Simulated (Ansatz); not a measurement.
# CH5GaOSi: up Jacob's ladder to CCSD(T), part 2 of 2

Ansatz 0.2.0, Gaussian basis; functionals in def2-TZVPP, the program's frozen cores in correlated methods. Earlier steps stand in the parts before.

## Step 14: CAM-B3LYP-D4 (range-separated)

in.yaml reads:

```yaml
crystal:
  periodic: [false, false, false]
  atoms:
    - {symbol: O, position_ang: [1.324617, -1.080765, 0.439284]}
    - {symbol: C, position_ang: [0.406857, -0.334435, 0.136548]}
    - {symbol: Si, position_ang: [0.621469, 1.276237, -0.888549]}
    - {symbol: Ga, position_ang: [-1.127043, -1.313098, 0.996923]}
    - {symbol: H, position_ang: [-0.253785, 1.125973, -2.081365]}
    - {symbol: H, position_ang: [0.086116, 2.377446, -0.044554]}
    - {symbol: H, position_ang: [2.027778, 1.540728, -1.285778]}
    - {symbol: H, position_ang: [-1.740866, -2.510606, 0.198291]}
    - {symbol: H, position_ang: [-1.345133, -1.081480, 2.529189]}
basis:
  gaussian: {orbitals: def2-TZVPP}
hamiltonian: {xc: {name: CAM-B3LYP}, dispersion: d4}
output: {orbitals: {seedname: orbitals}}
```

Run with:

```sh
$ ansatz run in.yaml --threads 4 --pin off --events-out ev --progress --plain --max-ram 10444MiB
```

The log of the run, cut to the lines that bear on the results:

```text
Functional definition: CAM-B3LYP
  name "CAM-B3LYP"
  cite "Yanai, Tew & Handy, Chem. Phys. Lett. 393, 51 (2004) doi:10.1016/j.cplett.2004.06.011"
  cite "Iikura, Tsuneda, Yanai & Hirao, J. Chem. Phys. 115, 3540 (2001) doi:10.1063/1.1383587"
  cite "Becke, Phys. Rev. A 38, 3098 (1988) doi:10.1103/PhysRevA.38.3098"
  cite "Lee, Yang & Parr, Phys. Rev. B 37, 785 (1988) doi:10.1103/PhysRevB.37.785"
  cite "Vosko, Wilk & Nusair, Can. J. Phys. 58, 1200 (1980) doi:10.1139/p80-159"
[...]
  # Exact exchange under (alpha + beta erf(omega r))/r, Becke's under what is left of 1/r.
[...]
1320 factors; their error is unknown
321 factors; integrals over basis functions are off by at most 1.3e-5 eV
[...]
mean field -63423.08220333 eV, -2330.7552812632 hartree, gradient 3.1e-5 eV, S^2 0.000000; 0 other end points of the search recorded, 0 dependent functions left out
reference -63423.08234975 eV, -2330.7552866439 hartree; 32, 32 occupied and 190, 190 virtual orbitals, 1320 factors
Total energy: -63423.25368846 eV, -2330.7615832255 hartree
```

It took 2.9 s on 4 threads of Arm Neoverse V2, shared host; peak memory 0.63 GiB.

Atomisation energy: 2770.3 kJ/mol (free atoms -63394.541 eV, run apart). HOMO -7.56 eV, LUMO -0.67 eV.

## Step 15: LC-ωPBE (range-separated)

Changes to in.yaml since step 14:

```diff
@@ -14,3 +14,3 @@
   gaussian: {orbitals: def2-TZVPP}
-hamiltonian: {xc: {name: CAM-B3LYP}, dispersion: d4}
+hamiltonian: {xc: {name: LC-wPBE}}
 output: {orbitals: {seedname: orbitals}}
```

Launched as before.

The log of the run, cut to the lines that bear on the results:

```text
Functional definition: LC-wPBE
  name "LC-wPBE"
  cite "Vydrov & Scuseria, J. Chem. Phys. 125, 234109 (2006) doi:10.1063/1.2409292"
  cite "Heyd & Scuseria, J. Chem. Phys. 120, 7274 (2004) doi:10.1063/1.1668634"
  cite "Ernzerhof & Perdew, J. Chem. Phys. 109, 3313 (1998) doi:10.1063/1.476928"
  cite "Perdew, Burke & Ernzerhof, Phys. Rev. Lett. 77, 3865 (1996) doi:10.1103/PhysRevLett.77.3865"
  parent pbe
[...]
1282 factors; their error is unknown
409 factors; integrals over basis functions are off by at most 2.8e-5 eV
[...]
mean field -63409.61488245 eV, -2330.2603663493 hartree, gradient 3.1e-5 eV, S^2 0.000000; 0 other end points of the search recorded, 0 dependent functions left out
reference -63409.61488246 eV, -2330.2603663496 hartree; 32, 32 occupied and 190, 190 virtual orbitals, 1282 factors
Total energy: -63409.61488246 eV, -2330.2603663496 hartree
```

Wall time 2.2 s (4 threads of Arm Neoverse V2, shared host); peak memory 0.39 GiB.

With the free atoms at this level, -63381.136 eV in sum, the atomisation energy is 2747.8 kJ/mol. HOMO -8.77 eV, LUMO 0.52 eV.

## Step 16: ωB97X-V (range-separated)

Changes to in.yaml since step 15:

```diff
@@ -14,3 +14,3 @@
   gaussian: {orbitals: def2-TZVPP}
-hamiltonian: {xc: {name: LC-wPBE}}
+hamiltonian: {xc: {name: wB97X-V}}
 output: {orbitals: {seedname: orbitals}}
```

Launched as before.

The log of the run, cut to the lines that bear on the results:

```text
Functional definition: wB97X-V
  name "wB97X-V"
  cite "Mardirossian & Head-Gordon, Phys. Chem. Chem. Phys. 16, 9904 (2014) doi:10.1039/C3CP54374A"
  cite "Becke, J. Chem. Phys. 107, 8554 (1997) doi:10.1063/1.475007"
  cite "Vydrov & Van Voorhis, J. Chem. Phys. 133, 244103 (2010) doi:10.1063/1.3521275"
[...]
      + integral(e_c_pw_opposite_spin*poly(b97_u_opposite, cos0, cos1)) + vv10(b, c)
1320 factors; their error is unknown
305 factors; integrals over basis functions are off by at most 1.1e-5 eV
[...]
mean field -63413.88596055 eV, -2330.4173255745 hartree, gradient 8.7e-5 eV, S^2 0.000000; 0 other end points of the search recorded, 0 dependent functions left out
reference -63413.88595815 eV, -2330.4173254863 hartree; 32, 32 occupied and 190, 190 virtual orbitals, 1320 factors
Total energy: -63413.88595815 eV, -2330.4173254863 hartree
```

Run time: 6.5 s. Hardware: 4 threads of Arm Neoverse V2, shared host; peak memory 0.68 GiB.

Atomisation energy: 2784.3 kJ/mol (free atoms -63385.029 eV, run apart). HOMO -8.47 eV, LUMO 0.36 eV.

## Step 17: ωB97M-V (range-separated)

Changes to in.yaml since step 16:

```diff
@@ -14,3 +14,3 @@
   gaussian: {orbitals: def2-TZVPP}
-hamiltonian: {xc: {name: wB97X-V}}
-output: {orbitals: {seedname: orbitals}}
+hamiltonian: {xc: {name: wB97M-V}}
+output: {forces: true, orbitals: {seedname: orbitals}}
```

The command is unchanged.

The log of the run, cut to the lines that bear on the results:

```text
Functional definition: wB97M-V
  name "wB97M-V"
  cite "Mardirossian & Head-Gordon, J. Chem. Phys. 144, 214110 (2016) doi:10.1063/1.4952647"
  cite "Becke, J. Chem. Phys. 107, 8554 (1997) doi:10.1063/1.475007"
  cite "Vydrov & Van Voorhis, J. Chem. Phys. 133, 244103 (2010) doi:10.1063/1.3521275"
  # Of w^i u^j: cxij and so on, Table III.
[...]
  gx(w, u) = 1 - cx + cx01*u + cx10*w
  gss(w, u) = css00 + css04*u^4 + css10*w + css20*w^2 + css43*w^4*u^3
  gos(w, u) = cos00 + cos10*w + (cos20 + cos21*u)*w^2 + (cos60 + cos61*u)*w^6
[...]
      + integral(e_c_pw_mod_opposite_spin*gos(b97_w_opposite, b97_u_opposite)) + vv10(b, c)
1320 factors; their error is unknown
305 factors; integrals over basis functions are off by at most 1.1e-5 eV
[...]
Total energy: -63416.24003127 eV, -2330.5038360777 hartree
Atom 0 at     1.324617    -1.080765     0.439284 Å, force     0.172231    -0.138004     0.055154 eV/Å
Atom 1 at     0.406857    -0.334435     0.136548 Å, force    -0.251656     0.203423    -0.080798 eV/Å
Atom 2 at     0.621469     1.276237    -0.888549 Å, force     0.016345     0.092960    -0.059705 eV/Å
Atom 3 at    -1.127043    -1.313098     0.996923 Å, force     0.011335    -0.123871     0.075653 eV/Å
Atom 4 at    -0.253785     1.125973    -2.081365 Å, force     0.103623     0.018476     0.136463 eV/Å
Atom 5 at     0.086116     2.377446    -0.044554 Å, force     0.064790    -0.126833    -0.098663 eV/Å
Atom 6 at     2.027778     1.540728    -1.285778 Å, force    -0.171225    -0.043315     0.055098 eV/Å
Atom 7 at    -1.740866    -2.510606     0.198291 Å, force     0.045564     0.125102     0.067980 eV/Å
Atom 8 at    -1.345133    -1.081480     2.529189 Å, force     0.008991    -0.007937    -0.151183 eV/Å
Dipole moment:    -0.277411     0.309024    -0.142631 e Å
```

Wall time 9.5 s (4 threads of Arm Neoverse V2, shared host); peak memory 0.78 GiB.

With the free atoms at this level, -63387.594 eV in sum, the atomisation energy is 2763.9 kJ/mol. HOMO -8.38 eV, LUMO 0.14 eV.

## Step 18: B2PLYP (double hybrid)

Changes to in.yaml since step 17:

```diff
@@ -14,3 +14,2 @@
   gaussian: {orbitals: def2-TZVPP}
-hamiltonian: {xc: {name: wB97M-V}}
-output: {forces: true, orbitals: {seedname: orbitals}}
+hamiltonian: {xc: {name: B2PLYP}}
```

The command is unchanged.

The log of the run, cut to the lines that bear on the results:

```text
Functional definition: B2PLYP
  name "B2PLYP"
  cite "Grimme, J. Chem. Phys. 124, 034108 (2006) doi:10.1063/1.2148954"
  cite "Becke, Phys. Rev. A 38, 3098 (1988) doi:10.1103/PhysRevA.38.3098"
  cite "Lee, Yang & Parr, Phys. Rev. B 37, 785 (1988) doi:10.1103/PhysRevB.37.785"
[...]
1339 factors; integrals over basis functions are off by at most 1.2e-3 eV
[...]
mean field -63398.67668863 eV, -2329.8583951407 hartree, gradient 2.8e-6 eV, S^2 0.000000; 0 other end points of the search recorded, 0 dependent functions left out
16 core orbitals not correlated: weight in the atoms' cores, before any rotation towards them, 1.000 or more for the frozen orbitals, at most 0.000 for the correlated occupied ones
reference -63398.67687848 eV, -2329.8584021175 hartree; 16, 16 occupied and 190, 190 virtual orbitals, 1339 factors
second order -25.03675676 eV of doubles, -0.00000000 eV of singles
Total energy: -63405.43680281 eV, -2330.1068247544 hartree
```

Wall time 4.6 s (4 threads of Arm Neoverse V2, shared host); peak memory 0.54 GiB.

Atomisation energy: 2728.5 kJ/mol (free atoms -63377.158 eV, run apart).

## Step 19: PBE-QIDH (double hybrid)

Changes to in.yaml since step 18:

```diff
@@ -14,2 +14,2 @@
   gaussian: {orbitals: def2-TZVPP}
-hamiltonian: {xc: {name: B2PLYP}}
+hamiltonian: {xc: {name: PBE-QIDH}}
```

Launched as before.

The log of the run, cut to the lines that bear on the results:

```text
Functional definition: PBE-QIDH
  name "PBE-QIDH"
  cite "Brémond, Sancho-García, Pérez-Jiménez & Adamo, J. Chem. Phys. 141, 031101 (2014) doi:10.1063/1.4890314"
  cite "Perdew, Burke & Ernzerhof, Phys. Rev. Lett. 77, 3865 (1996) doi:10.1103/PhysRevLett.77.3865"
[...]
1339 factors; integrals over basis functions are off by at most 1.2e-3 eV
[...]
mean field -63387.38069810 eV, -2329.4432751452 hartree, gradient 2.8e-6 eV, S^2 0.000000; 0 other end points of the search recorded, 0 dependent functions left out
16 core orbitals not correlated: weight in the atoms' cores, before any rotation towards them, 1.000 or more for the frozen orbitals, at most 0.000 for the correlated occupied ones
reference -63387.38071293 eV, -2329.4432756902 hartree; 16, 16 occupied and 190, 190 virtual orbitals, 1339 factors
second order -23.03324556 eV of doubles, -0.00000000 eV of singles
Total energy: -63395.05846145 eV, -2329.7254277442 hartree
```

Wall time 4.7 s (4 threads of Arm Neoverse V2, shared host); peak memory 0.54 GiB.

Atomisation energy: 2728.1 kJ/mol (free atoms -63366.784 eV, run apart).

## Step 20: Frontier levels by functional

Dipoles come from the runs that computed forces. Levels are read from the orbital files that the runs wrote:

| functional | HOMO (eV) | LUMO (eV) | gap (eV) | dipole (D) |
| --- | --- | --- | --- | --- |
| LDA (SPW92) | -5.30 | -3.23 | 2.07 |  |
| PBE-D4 | -5.13 | -3.00 | 2.13 | 1.82 |
| revPBE-D4 | -5.06 | -2.90 | 2.15 |  |
| BLYP-D4 | -5.03 | -2.84 | 2.19 |  |
| r2SCAN-D4 | -5.30 | -2.81 | 2.49 | 1.93 |
| B97M-V | -5.43 | -2.79 | 2.65 |  |
| PBE0-D4 | -6.26 | -1.81 | 4.44 |  |
| B3LYP-D4 | -6.09 | -2.06 | 4.03 | 2.05 |
| r2SCANh-D4 | -5.73 | -2.37 | 3.36 |  |
| r2SCAN0-D4 | -6.39 | -1.72 | 4.67 |  |
| HSE06-D4 | -5.86 | -2.21 | 3.66 |  |
| BHLYP-D4 | -7.38 | -0.84 | 6.54 |  |
| CAM-B3LYP-D4 | -7.56 | -0.67 | 6.88 |  |
| LC-ωPBE | -8.77 | 0.52 | 9.28 |  |
| ωB97X-V | -8.47 | 0.36 | 8.83 |  |
| ωB97M-V | -8.38 | 0.14 | 8.52 | 2.11 |

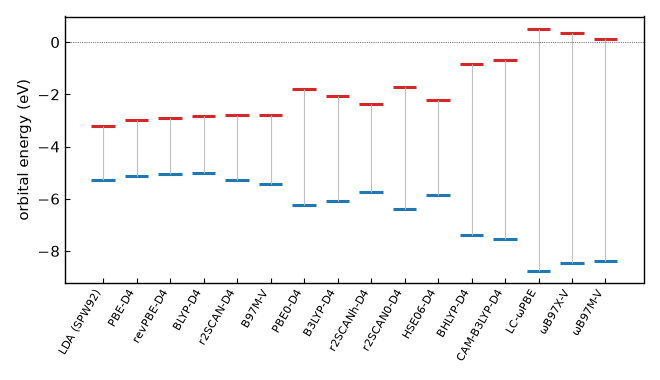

Highest occupied (blue) and lowest empty (red) level by functional.

## Step 21: CCSD(T) in def2-SVP

Changes to in.yaml since step 19:

```diff
@@ -13,3 +13,3 @@
 basis:
-  gaussian: {orbitals: def2-TZVPP}
-hamiltonian: {xc: {name: PBE-QIDH}}
+  gaussian: {orbitals: def2-SVP}
+correlation: {method: ccsd_t}
```

Same command.

The log of the run, cut to the lines that bear on the results:

```text
Functional definition: HF
  name "HF"
  cite "Fock, Z. Phys. 61, 126 (1930) doi:10.1007/BF01340294"
  parent pbe
[...]
1020 factors; integrals over basis functions are off by at most 1.2e-3 eV
[...]
mean field -63329.92433284 eV, -2327.3317926672 hartree, gradient 9.9e-7 eV, S^2 0.000000; 0 other end points of the search recorded, 0 dependent functions left out
16 core orbitals not correlated: weight in the atoms' cores, before any rotation towards them, 1.000 or more for the frozen orbitals, at most 0.000 for the correlated occupied ones
reference -63329.92433284 eV, -2327.3317926672 hartree; 16, 16 occupied and 71, 71 virtual orbitals, 1020 factors
second order -17.01790703 eV of doubles, -0.00000000 eV of singles
cycle   1  -17.00163508 eV  change    1.6e-2 eV  update   1.4e-1
[...]
cycle  11  -17.87102187 eV  change    8.9e-6 eV  update   1.9e-5
perturbative correction -0.61935233 eV, -0.0227607782 hartree
Total energy: -63348.41470704 eV, -2328.0113013859 hartree
```

It took 4.2 s on 4 threads of Arm Neoverse V2, shared host; peak memory 0.42 GiB.

## Step 22: CCSD(T) in def2-TZVPP

Changes to in.yaml since step 21:

```diff
@@ -13,3 +13,4 @@
 basis:
-  gaussian: {orbitals: def2-SVP}
+  gaussian: {orbitals: def2-TZVPP}
 correlation: {method: ccsd_t}
+output: {orbitals: {seedname: orbitals}}
```

Launched as before.

The log of the run, cut to the lines that bear on the results:

```text
Functional definition: HF
  name "HF"
  cite "Fock, Z. Phys. 61, 126 (1930) doi:10.1007/BF01340294"
  parent pbe
[...]
1339 factors; integrals over basis functions are off by at most 1.2e-3 eV
[...]
mean field -63343.23625194 eV, -2327.8209966711 hartree, gradient 2.0e-6 eV, S^2 0.000000; 0 other end points of the search recorded, 0 dependent functions left out
16 core orbitals not correlated: weight in the atoms' cores, before any rotation towards them, 1.000 or more for the frozen orbitals, at most 0.000 for the correlated occupied ones
reference -63343.23625194 eV, -2327.8209966711 hartree; 16, 16 occupied and 190, 190 virtual orbitals, 1339 factors
second order -20.17668321 eV of doubles, -0.00000000 eV of singles
cycle   1  -20.06176920 eV  change    1.1e-1 eV  update   1.4e-1
[...]
cycle  12  -21.00056866 eV  change   -2.9e-5 eV  update   1.1e-5
perturbative correction -0.90666027 eV, -0.0333191503 hartree
Total energy: -63365.14348086 eV, -2328.6260724849 hartree
```

It took 90 s on 4 threads of Arm Neoverse V2, shared host; peak memory 3.4 GiB.

## Step 23: MP2 in def2-QZVPP

Changes to in.yaml since step 22:

```diff
@@ -13,4 +13,3 @@
 basis:
-  gaussian: {orbitals: def2-TZVPP}
-correlation: {method: ccsd_t}
-output: {orbitals: {seedname: orbitals}}
+  gaussian: {orbitals: "def2-QZVPP.json"}
+correlation: {method: mp2}
```

Launched as before.

The log of the run:

```text
Functional definition: HF
  name "HF"
  cite "Fock, Z. Phys. 61, 126 (1930) doi:10.1007/BF01340294"
  parent pbe
  exchange = exact_x
  correlation = 0
2592 factors; integrals over basis functions are off by at most 8.7e-4 eV
mean field evaluation 1: about -63341.1170 eV, gradient 3.6e1 eV
mean field evaluation 2: about -63341.2197 eV, gradient 3.6e1 eV
mean field evaluation 4: about -63344.6230 eV, gradient 4.5e0 eV
mean field evaluation 8: about -63344.7303 eV, gradient 4.2e-1 eV
mean field evaluation 16: about -63344.7323 eV, gradient 2.7e-6 eV
mean field -63344.73225856 eV, -2327.8759739006 hartree, gradient 2.7e-6 eV, S^2 0.000000; 0 other end points of the search recorded, 0 dependent functions left out
16 core orbitals not correlated: weight in the atoms' cores, before any rotation towards them, 1.000 or more for the frozen orbitals, at most 0.000 for the correlated occupied ones
reference -63344.73225856 eV, -2327.8759739006 hartree; 16, 16 occupied and 391, 391 virtual orbitals, 2592 factors
second order -27.93129818 eV of doubles, -0.00000000 eV of singles
Total energy: -63372.66355674 eV, -2328.9024301762 hartree
```

Run time: 17 s. Hardware: 4 threads of Arm Neoverse V2, shared host; peak memory 2.2 GiB.

Energy pieces by basis (eV):

| basis | HF | MP2 correlation | CCSD correlation | (T) | total |
| --- | --- | --- | --- | --- | --- |
| def2-SVP | -63329.9243 | -17.0179 | -17.8710 | -0.6194 | -63348.4147 |
| def2-TZVPP | -63343.2363 | -20.1767 | -21.0006 | -0.9067 | -63365.1435 |
| def2-QZVPP | -63344.7323 | -27.9313 |  |  | -63372.6636 (MP2) |

The report of the def2-TZVPP run gives T1 = 0.0181.

## Step 24: From triple and quadruple zeta to the limit

No new run: Hartree-Fock is extrapolated as exp(−7.88√X) and correlation as X^−2.97, with X = 3 and 4; only MP2 was run in the larger set, so CCSD(T) minus MP2 is added from the smaller one.

| level | energy at the limit (eV) |
| --- | --- |
| HF | -63344.9383 |
| MP2 | -63378.6138 |
| CCSD | -63379.4377 |
| CCSD(T) | -63380.3443 |

This is no true limit for total energies: MP2 correlation changes by a factor of 1.38 from triple to quadruple zeta (about 1.07 in light molecules), because outer-core shells are correlated in sets not made for them. Much of that cancels between molecule and atoms or ions.

## Step 25: RPA on PBE orbitals

Changes to in.yaml since step 23:

```diff
@@ -13,3 +13,4 @@
 basis:
-  gaussian: {orbitals: "def2-QZVPP.json"}
-correlation: {method: mp2}
+  gaussian: {orbitals: def2-TZVPP}
+hamiltonian: {xc: pbe}
+correlation: {method: rpa}
```

Same command.

The log of the run, cut to the lines that bear on the results:

```text
Functional definition: PBE
  name "PBE"
  cite "Perdew, Burke & Ernzerhof, Phys. Rev. Lett. 77, 3865 (1996) doi:10.1103/PhysRevLett.77.3865"
  parent pbe
[...]
1339 factors; integrals over basis functions are off by at most 1.2e-3 eV
[...]
mean field -63405.31537129 eV, -2330.1023622284 hartree, gradient 1.9e-6 eV, S^2 0.000000; 0 other end points of the search recorded, 0 dependent functions left out
16 core orbitals not correlated: weight in the atoms' cores, before any rotation towards them, 1.000 or more for the frozen orbitals, at most 0.000 for the correlated occupied ones
reference -63341.07010746 eV, -2327.7413923298 hartree; 16, 16 occupied and 190, 190 virtual orbitals, 1339 factors
Total energy: -63374.69722518 eV, -2328.9771661127 hartree
```

It took 3.7 s on 4 threads of Arm Neoverse V2, shared host; peak memory 0.5 GiB.

RPA correlation: -33.627 eV. No RPA run of the hydrogen atom was made, so RPA has no atomisation energy below.

## Step 26: The ladder

Free atoms (1 O, 1 C, 1 Si, 1 Ga, 5 H) were run apart at each level; the atomisation energy is their sum less the molecule, without zero-point or spin-orbit terms.

Differences are taken before rounding.

| method | rung | atomisation energy (kJ/mol) | from CCSD(T)/CBS (kJ/mol) | time |
| --- | --- | --- | --- | --- |
| LDA (SPW92) | LDA | 3173.2 | +402.5 | 1.1 s |
| PBE-D4 | GGA | 2803.4 | +32.8 | 2 s |
| revPBE-D4 | GGA | 2739.4 | -31.3 | 1.7 s |
| BLYP-D4 | GGA | 2762.3 | -8.4 | 1.7 s |
| r2SCAN-D4 | meta-GGA | 2779.8 | +9.1 | 4.2 s |
| B97M-V | meta-GGA | 2785.4 | +14.8 | 6.5 s |
| PBE0-D4 | hybrid | 2740.7 | -30.0 | 2.4 s |
| B3LYP-D4 | hybrid | 2756.4 | -14.3 | 3.6 s |
| r2SCANh-D4 | hybrid | 2753.5 | -17.2 | 4.3 s |
| r2SCAN0-D4 | hybrid | 2716.7 | -54.0 | 4.5 s |
| HSE06-D4 | hybrid | 2742.7 | -28.0 | 2.6 s |
| BHLYP-D4 | hybrid | 2666.9 | -103.7 | 2.7 s |
| CAM-B3LYP-D4 | range-separated | 2770.3 | -0.3 | 2.9 s |
| LC-ωPBE | range-separated | 2747.8 | -22.9 | 2.2 s |
| ωB97X-V | range-separated | 2784.3 | +13.6 | 6.5 s |
| ωB97M-V | range-separated | 2763.9 | -6.8 | 9.5 s |
| B2PLYP | double hybrid | 2728.5 | -42.2 | 4.6 s |
| PBE-QIDH | double hybrid | 2728.1 | -42.6 | 4.7 s |
| HF/def2-TZVPP | wavefunction | 1941.6 | -829.1 |  |
| MP2/def2-TZVPP | wavefunction | 2730.8 | -39.9 |  |
| CCSD/def2-TZVPP | wavefunction | 2654.8 | -115.9 |  |
| CCSD(T)/def2-SVP | wavefunction | 2605.4 | -165.2 | 4.2 s |
| CCSD(T)/def2-TZVPP | wavefunction | 2703.4 | -67.2 | 90 s |
| MP2/CBS | wavefunction | 2798.1 | +27.4 |  |
| CCSD(T)/CBS | wavefunction | 2770.7 | 0 | 1.8 min |

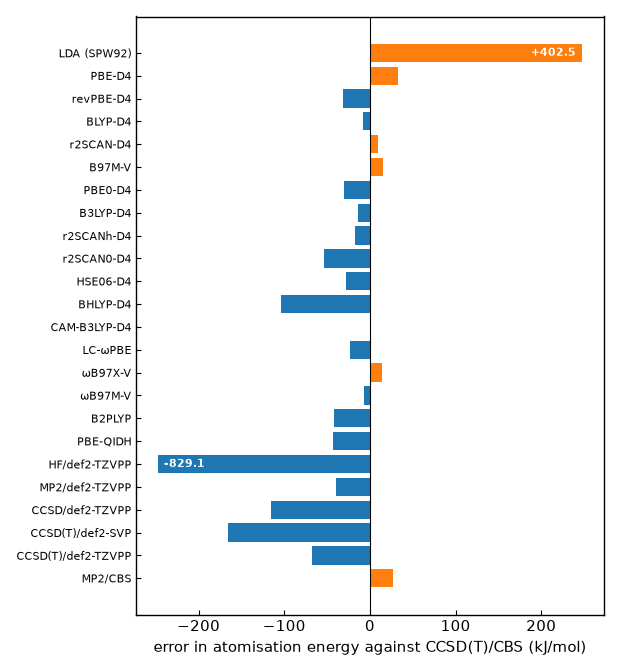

How far each level lands from CCSD(T)/CBS. Bars with a number in them are cut short.

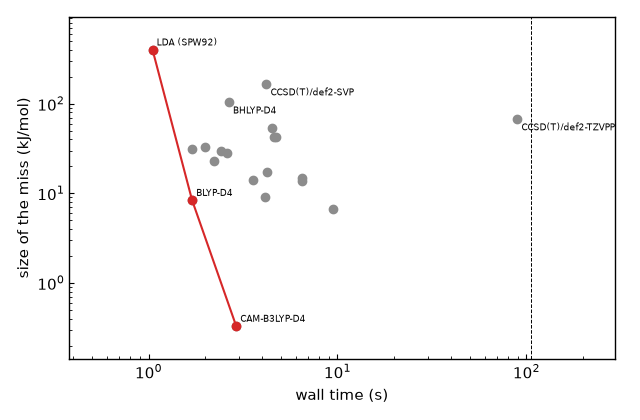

Accuracy for the time spent; red marks the levels that beat every quicker one drawn (of those quicker than the yardstick), and the dashed line is the time of CCSD(T)/CBS. Only those levels and the largest misses are named. Times are from a shared host.

LDA (SPW92), LC-ωPBE, B2PLYP, PBE-QIDH carry no dispersion term (for B3LYP, D4 adds 30.7 kJ/mol).

Times are those of the molecule's run; HF, MP2 and CCSD come out of the CCSD(T) runs, and the limit's time is the sum of the runs that it needs.

## Step 27: Outcome

What follows sums up all 2 parts.

| quantity | value |
| --- | --- |
| atomisation energy, CCSD(T)/CBS | 2770.7 kJ/mol |
| functionals within 27.7 kJ/mol (1.0 %) | BLYP-D4, r2SCAN-D4, B97M-V, B3LYP-D4, r2SCANh-D4, CAM-B3LYP-D4, LC-ωPBE, ωB97X-V, ωB97M-V |
| farthest beyond LDA | BHLYP-D4 (-103.7 kJ/mol) |
| mean size of error, GGA | 24.1 kJ/mol |
| mean size of error, meta-GGA | 11.9 kJ/mol |
| mean size of error, hybrid | 41.2 kJ/mol |
| mean size of error, range-separated | 10.9 kJ/mol |
| mean size of error, double hybrid | 42.4 kJ/mol |
| gap, smallest and largest | 2.07 eV (LDA (SPW92)), 9.28 eV (LC-ωPBE) |
| T1 diagnostic | 0.0181 |
| triples share of the correlation energy | 4.1 % |

In words: The LDA atomisation energy is off by 402.5 kJ/mol (15 %): it overbinds. PBE-D4 misses by +32.8 kJ/mol. Double hybrids carry the basis error of their MP2 part in triple zeta, and no dispersion term here, so their miss is partly the set-up's. The rungs range-separated, meta-GGA, GGA miss on average by less than the doubt on the reference (27.7 kJ/mol), so they tie. The reference freezes the cores and leaves out relativity and excitations past (T), and its outer-core shells are covered unevenly, so misses under about 27.7 kJ/mol can't be ranked. Hartree-Fock recovers 70 % of the binding; the rest is correlation. CCSD(T) in def2-SVP is off by -165.2 kJ/mol, worse than the median functional, from the basis alone. The gap grows from 2.1 to 9.3 eV across the functionals, mostly with the share of exact exchange. Correlated methods include outer-core shells of Ga, which these sets cover unevenly.

For cost: CAM-B3LYP-D4 gets within 0.3 kJ/mol in 2.9 s, where CCSD(T)/CBS took 1.8 min; the quickest level in the cost chart, LDA (SPW92), takes 1.1 s and misses by 402.5 kJ/mol.
